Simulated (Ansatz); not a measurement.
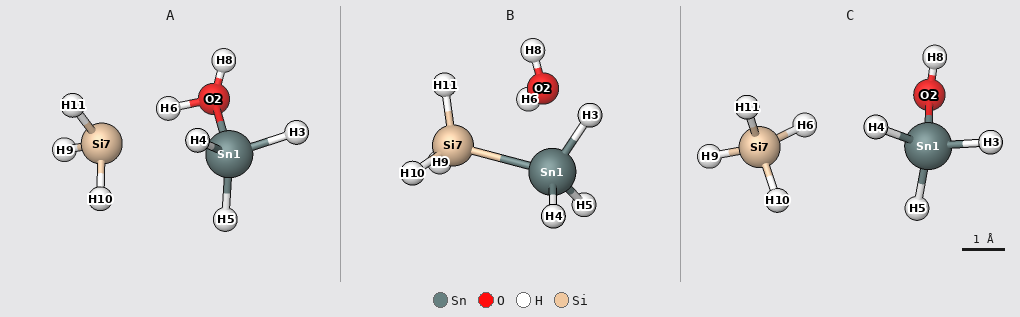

Three geometries of SnSiH₈O: a saddle point and the two minima that it joins, in shuffled order. A ball-and-stick model, seen from a free direction. Sticks join atoms that are closer than about 1.2 times the sum of their covalent radii (a little more with hydrogen).

Stationary points at PBE0-D4/def2-TZVP, single-point energies with CCSD(T)/CBS, wB97M-V, B2PLYP, CCSD(T), BHLYP-D4, wB97X-V (def2-TZVPP where no basis is named; Ansatz 0.2.0). The energies are electronic, without zero-point or thermal terms, and both ends are the minima reached downhill from the saddle, with any fragments still in contact. CCSD(T)/CBS stands for a frozen-core estimate: MP2 correlation extrapolated from def2-TZVPP and def2-QZVPP, CCSD(T) minus MP2 from the smaller set. Elements past krypton carry the basis set's effective core potentials.

### Which frame is the transition state, what reaction does it lead through, and what barrier is to be expected?

Frame A is the saddle point. Counted by bonded pieces, C holds SiH₄ + SnH₄O and B holds H₂O + SiSnH₆. From C over the saddle to B, bonds form: Sn1–Si7 (4.14 → 3.18 → 2.56 Å), O2–H6 (3.11 → 1.14 → 0.96 Å). Bonds break: Sn1–O2 (1.97 → 2.14 → 3.20 Å), H6–Si7 (1.49 → 1.96 → 3.48 Å). The saddle has one imaginary mode, 918i cm⁻¹. With CCSD(T)/CBS the barrier is 40.5 kcal/mol from C and 45.7 kcal/mol from B, and B lies 5.2 kcal/mol below C.

```
      level  barrier from C (kcal/mol)  barrier from B (kcal/mol)  B less C (kcal/mol)
CCSD(T)/CBS                       40.5                       45.7                 −5.2
    wB97M-V                       39.2                       45.1                 −5.9
     B2PLYP                       41.1                       45.1                 −4.0
    CCSD(T)                       41.3                       46.6                 −5.3
   BHLYP-D4                       43.6                       48.8                 −5.2
    wB97X-V                       41.3                       46.1                 −4.8
```

Against CCSD(T)/CBS, B2PLYP comes closest on the barrier from C (+0.6 kcal/mol) and BHLYP-D4 misses most (+3.1 kcal/mol).

Limits of the set-up: the start holds two separate molecules, 3.1 Å apart at their closest, whose relative position is a soft coordinate.
